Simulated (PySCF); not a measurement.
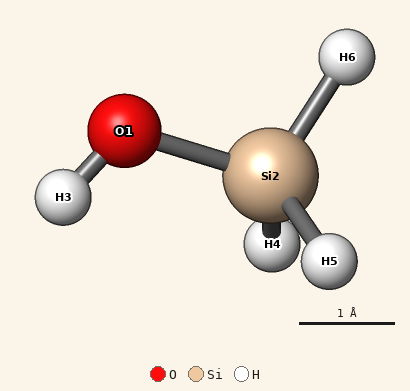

**Figure 1.** The input geometry (ball-and-stick view, seen at a tilt; atoms are numbered from 1 in the order of the input).

SiH₄O: NMR shielding calculation

SiH₄O, SMILES O[SiH3], computed with GIAO KT2/pcSseg-2 NMR shielding, non-relativistic, gas phase (PySCF 2.14.0).

The geometry comes from this level: PBE0-D3(BJ)/def2-SVP. Figures and captions count atoms from 1; the log counts them from 0 in places.

### Output
```
coarse grid: 5192 points
cycle   1  E = -370.6414014778  dE =  5.146e-02  |g| = 8.507e-01  |ddm| = 1.625e+00
cycle   2  E = -369.9372959881  dE =  7.041e-01  |g| = 1.972e+00  |ddm| = 1.974e+00
cycle   3  E = -370.7689267298  dE = -8.316e-01  |g| = 1.142e-01  |ddm| = 1.746e+00
cycle   4  E = -370.7726728250  dE = -3.746e-03  |g| = 3.928e-02  |ddm| = 1.500e-01
cycle   5  E = -370.7730720241  dE = -3.992e-04  |g| = 9.067e-03  |ddm| = 3.919e-02
cycle   6  E = -370.7730914618  dE = -1.944e-05  |g| = 2.306e-03  |ddm| = 1.005e-02
cycle   7  E = -370.7730928633  dE = -1.401e-06  |g| = 3.332e-04  |ddm| = 2.456e-03
final grid: 44624 points
cycle   8  E = -370.7916401302  dE = -1.329e-04  |g| = 1.052e-02  |ddm| = 1.923e-02
cycle   9  E = -370.7916325098  dE =  7.620e-06  |g| = 1.005e-02  |ddm| = 8.166e-03
cycle  10  E = -370.7916428266  dE = -1.032e-05  |g| = 5.159e-03  |ddm| = 6.963e-03
cycle  11  E = -370.7916476321  dE = -4.805e-06  |g| = 3.668e-04  |ddm| = 2.593e-03
cycle  12  E = -370.7916476667  dE = -3.460e-08  |g| = 6.673e-05  |ddm| = 4.218e-04
cycle  13  E = -370.7916476679  dE = -1.283e-09  |g| = 7.418e-06  |ddm| = 6.341e-05
cycle  14  E = -370.7916476680  dE = -1.376e-11  |g| = 8.926e-07  |ddm| = 6.880e-06
```

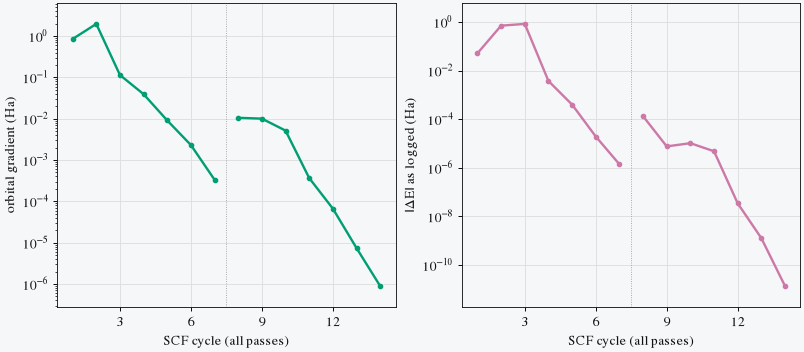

**Figure 2.** Convergence of the self-consistent field: orbital gradient and size of the energy change against the SCF cycle. The dotted line marks the change from a coarse to the final integration grid. The first 7 cycles use a coarse grid, the final grid takes over at cycle 8, and the field converges after 14 cycles in all.

```
converged SCF energy = -370.7916476680

GIAO shielding tensors (ppm)
atom      isotropic    diamagn.    paramagn.     s11        s22        s33       span
  0 O      318.700     384.331     -65.631    279.273    318.168    358.660     79.387
  1 Si     383.733     879.563    -495.830    333.582    341.120    476.496    142.914
  2 H       31.353      31.165       0.188     23.489     26.592     43.977     20.488
  3 H       25.899      28.515      -2.616     23.143     24.215     30.340      7.197
  4 H       25.895      28.410      -2.516     23.147     24.212     30.326      7.179
  5 H       26.158      28.226      -2.068     23.698     24.610     30.165      6.467
```

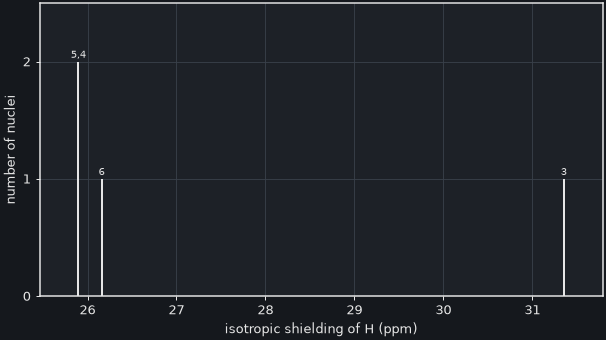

**Figure 3.** Isotropic shieldings of the hydrogen nuclei in this fixed geometry, labelled by atom number; shielding grows to the right, so chemical shift grows to the left. The least shielded is H5 (25.9 ppm), the most shielded H3 (31.4 ppm).

This output came from the following input.

### Input file
```
{"job": {"kind": "nmr", "xc": "KT2", "basis": "pcSseg-2", "pop": false}, "charge": 0, "multiplicity": 1}
O      1.366451    -0.081325     0.520147
Si    -0.205299     0.132651     0.012406
H      2.047448    -0.059532    -0.157362
H     -0.642299    -0.947137    -0.928514
H     -0.394921     1.445709    -0.682470
H     -1.048795     0.093064     1.236899
```

The first line tells a small driver script what to run in PySCF; the rest is the geometry in Å.

Run as:
```bash
OMP_NUM_THREADS=1 python <driver script> task.json out
```

### Summary

- outcome: converged
- total energy: −370.791648 hartree
- HOMO: −7.34 eV
- LUMO: −1.08 eV
- dipole moment: 1.29 D
- isotropic shielding, O: 318.7 ppm
- isotropic shielding, Si: 383.7 ppm
- isotropic shielding, H: 25.9 to 31.4 ppm
- hardware: 1 CPU thread, shared host
- wall time: 6.4 s
- peak memory: 0.52 GiB
